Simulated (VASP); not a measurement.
Band structure of TiO2 (rutile). Computed with LDA (Ceperley-Alder, Perdew-Zunger), VASP's LDA PAW potentials (set 64) (plane waves; VASP).

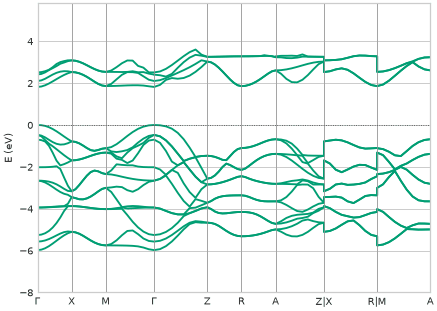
Figure: Bands along high-symmetry lines, zero at the valence-band maximum or, without a gap, the Fermi level

Read the plot: is there a gap, and where are the band edges?

The gap is direct, 1.82 eV, from the valence maximum at Γ to the conduction minimum at Γ. (Edges off the drawn lines would not show.)

The compound is TiO2 in the rutile structure. It was relaxed first.
